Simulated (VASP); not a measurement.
```
CdMgTe2
1.0
    4.52432     0.00000     0.00000
    0.00000     4.52432     0.00000
    0.00000     0.00000     6.33934
Mg Cd Te
1 1 2
Direct
  0.50000   0.50000   0.50000
  0.00000   0.00000   0.00000
  0.00000   0.50000   0.25431
  0.50000   0.00000   0.74569
```

Method: LDA (Ceperley-Alder, Perdew-Zunger), VASP's LDA PAW potentials (set 64) (plane waves; VASP 6.6.1). Settings: 400 eV cut-off, 6×6×4 Γ-centred mesh, tetrahedra with Blöchl corrections, potentials Mg Cd Te.

Unless said otherwise, spin-orbit coupling is left out, though it shifts the bands of the heavy elements here.

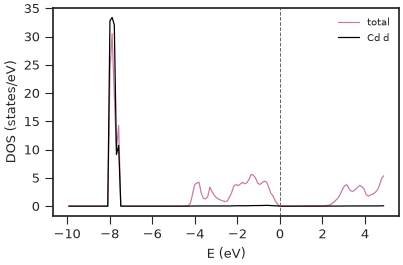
Figure: Total and projected density of states, zero at the valence-band maximum

Within 2 eV below the valence-band maximum the largest weight inside VASP's projection spheres is Te p.

The gap is direct, 1.47 eV, from the valence maximum at Γ to the conduction minimum at Γ.

The structure comes from a computed database's MgCdTe2 entry (P-4m2); how it stands against other phases isn't given here. It was relaxed first, which changed the volume by -6 %.
